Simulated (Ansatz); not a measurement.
C$_{3}$H$_{12}$BNO: several calculations on one system

## 1. Relaxation

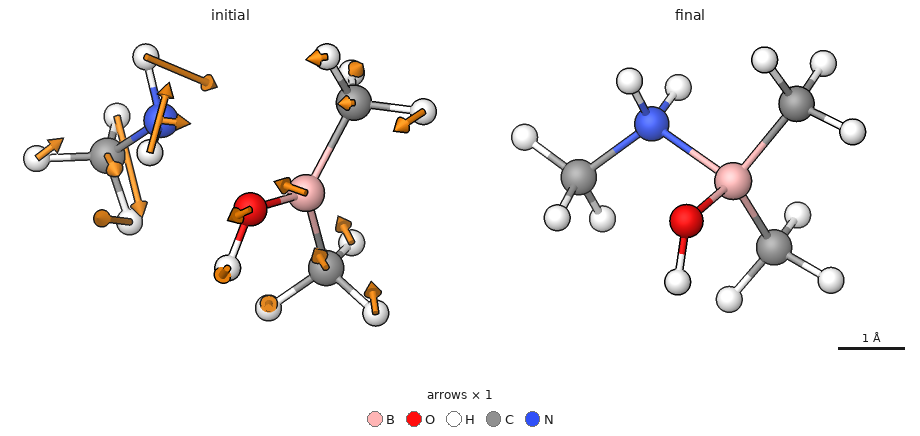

The structure of C₃H₁₂BNO before (left) and after (right) a relaxation, at one scale. The orange arrows give the displacements, at their true length.

Style: ball-and-stick. Shown at a tilt.

The run prepares an end point of a later path (reaction) calculation, from a guessed geometry.

These are results of Ansatz 0.2.0, RKS r2SCAN-D4/6-31G*, not measurements.

Input file:
```yaml
crystal:
  periodic: [false, false, false]
  atoms:
    - { symbol: B, position_ang: [-0.001012, -0.354473, -0.004039] }
    - { symbol: O, position_ang: [-0.178134, -0.404808, 1.3813] }
    - { symbol: H, position_ang: [-1.124715, -0.39165, 1.589685] }
    - { symbol: C, position_ang: [1.477378, -0.466671, -0.52626] }
    - { symbol: H, position_ang: [1.639221, -1.453758, -0.98884] }
    - { symbol: H, position_ang: [1.668196, 0.279519, -1.307312] }
    - { symbol: H, position_ang: [2.223592, -0.347559, 0.268507] }
    - { symbol: C, position_ang: [-1.265925, -0.355422, -0.958361] }
    - { symbol: H, position_ang: [-1.659029, -1.381965, -1.079514] }
    - { symbol: H, position_ang: [-2.097981, 0.251971, -0.564433] }
    - { symbol: H, position_ang: [-1.031861, 0.016154, -1.964701] }
    - { symbol: "N", position_ang: [0.293526, 2.342137, 0.416041] }
    - { symbol: H, position_ang: [1.20804, 2.727398, 0.651963] }
    - { symbol: C, position_ang: [-0.653059, 3.410413, 0.1038] }
    - { symbol: H, position_ang: [-1.595428, 2.964201, -0.241755] }
    - { symbol: H, position_ang: [-0.890123, 4.102197, 0.934228] }
    - { symbol: H, position_ang: [-0.255663, 4.009619, -0.724801] }
    - { symbol: H, position_ang: [-0.005023, 1.800096, 1.249093] }
basis:
  gaussian: { orbitals: "6-31G*" }
hamiltonian:
  xc: r2scan
  dispersion: d4
relax:
  f_tol: 0.03
  max_steps: 50
output:
  orbitals: {}
```

Run as
```bash
ansatz run input.yaml --threads 4 --pin off --max-ram 5120MiB --backend cpu --events-out ev --progress --plain --runs-dir out
```

Question: Summarise the run.

Answer: H17 moves most after the best rigid fit: 1.75 Å. By element the largest moves are H 1.75 Å, C 0.67 Å, B 0.64 Å, O 0.52 Å, N 0.48 Å. Near-neighbour distances that change, for instance: B1–N12 2.745 → 1.740 Å, B1–O2 1.398 → 1.447 Å, B1–C4 1.572 → 1.615 Å, B1–C8 1.585 → 1.618 Å. New bonds form, among them: B1–N12 (2.74 → 1.74 Å). Among the angles between lasting bonds that change: C4–B1–C8 123.4° → 115.9°, O2–B1–C4 116.5° → 112.0°, O2–B1–C8 119.7° → 115.8°. After 22 accepted moves (24 points after the start) the energy has fallen by 9.43 kcal/mol. The largest force component goes from 0.6 to 0.022 eV/Å. The line search rejected the trial steps at points 7, 9 of the run. Cost: 59 s on 4 threads of Arm Neoverse V2, with other jobs on the host, peak memory 0.21 GiB.

Limits of the set-up: the start holds two separate molecules, 2.2 Å apart at their closest, whose relative position is a soft coordinate.

## 2. Relaxation

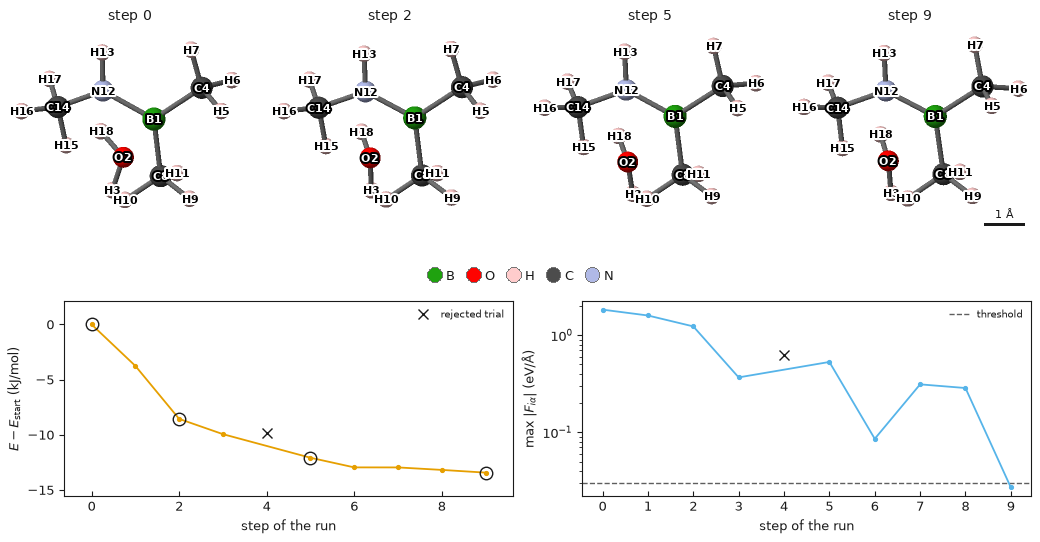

Frames of a relaxation of C3H12BNO, marked on the history of the run. The picture is a ball-and-stick view, seen at a tilt.

The run prepares an end point of a later path (reaction) calculation, from a guessed geometry.

These are results of RKS r2SCAN-D4/6-31G* (Ansatz), not measurements.

Input file:
```yaml
crystal:
  periodic: [false, false, false]
  atoms:
    - { symbol: B, position_ang: [0.192356, 0.622369, -0.456018] }
    - { symbol: O, position_ang: [-0.325243, -0.222421, 1.965398] }
    - { symbol: H, position_ang: [-1.282613, -0.198852, 1.808103] }
    - { symbol: C, position_ang: [1.510715, -0.241883, -0.584941] }
    - { symbol: H, position_ang: [1.375308, -1.234333, -0.134545] }
    - { symbol: H, position_ang: [1.750833, -0.410734, -1.648476] }
    - { symbol: H, position_ang: [2.39841, 0.207775, -0.11675] }
    - { symbol: C, position_ang: [-1.203166, 0.105201, -0.990401] }
    - { symbol: H, position_ang: [-1.294174, -0.977579, -0.838771] }
    - { symbol: H, position_ang: [-2.094273, 0.581705, -0.56607] }
    - { symbol: H, position_ang: [-1.261995, 0.263747, -2.079386] }
    - { symbol: "N", position_ang: [0.323215, 2.021138, 0.031133] }
    - { symbol: H, position_ang: [1.261084, 2.350247, 0.232746] }
    - { symbol: C, position_ang: [-0.672422, 3.076339, -0.033371] }
    - { symbol: H, position_ang: [-1.587862, 2.68098, -0.483965] }
    - { symbol: H, position_ang: [-0.937516, 3.486209, 0.953864] }
    - { symbol: H, position_ang: [-0.333883, 3.915575, -0.659461] }
    - { symbol: H, position_ang: [-0.066772, 0.721917, 1.835511] }
basis:
  gaussian: { orbitals: "6-31G*" }
hamiltonian:
  xc: r2scan
  dispersion: d4
relax:
  f_tol: 0.03
  max_steps: 50
```

Command:
```bash
ansatz run input.yaml --threads 4 --pin off --max-ram 5120MiB --backend cpu --events-out ev --progress --plain --runs-dir out
```

Describe the path.

Over 8 accepted moves (9 points after the start) the energy falls by 13.4 kJ/mol. Largest force component: 1.8 eV/Å at the start, 0.027 eV/Å at the end. The line search rejected the trial step at point 4 of the run. The largest move after the best rigid fit is that of O2, 0.40 Å. By element the largest moves are O 0.40 Å, H 0.32 Å, B 0.14 Å, C 0.11 Å, N 0.08 Å. Some distances before and after: B1–N12 1.487 → 1.415 Å, O2–H18 0.988 → 0.973 Å, B1–C8 1.581 → 1.586 Å. From step 0 to 2: O2 moves most (0.37 Å), energy −8.55 kJ/mol. From step 2 to 5: O2 moves most (0.16 Å), energy −3.52 kJ/mol. From step 5 to 9: H atoms move most (0.18 Å), energy −1.35 kJ/mol.

Limits of the set-up: the start holds two separate molecules, 2.3 Å apart at their closest, whose relative position is a soft coordinate.

## 3. Path

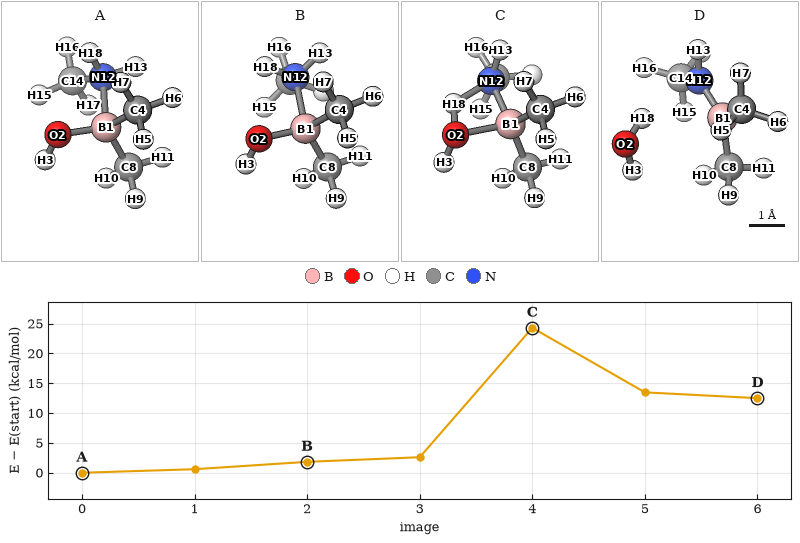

A search for the minimum-energy path of C₃H₁₂BNO by the nudged elastic band. Images are numbered from 0 (start) to 6 (end). Frames A to D are images 0, 2, 4, 6. The picture is a ball-and-stick view, seen from a free direction.

Method: RKS r2SCAN-D4/6-31G* in Ansatz 0.2.0. Set-up: 5 movable images; climbing image; force threshold 0.05 eV/Å; iteration limit 60; starting path through a guess of the saddle point.

> What happens along the path, and what is the barrier?

Breaking: B1–O2 (1.45 → 1.69 at the top → 2.99 Å), N12–H18 (1.02 → 1.41 at the top → 2.22 Å). Forming: O2–H18 (2.63 → 1.15 at the top → 0.97 Å). The energy climbs by 24.3 kcal/mol to image 4 and then falls by 11.8 kcal/mol, so the end point sits at +12.5 kcal/mol. The band converged in 25 iterations. The largest component of the band force went from 110 to 0.024 eV/Å. The climbing image converged on the top of the path. Its vibrational analysis gives one imaginary mode (937i cm⁻¹), as a transition state must have.
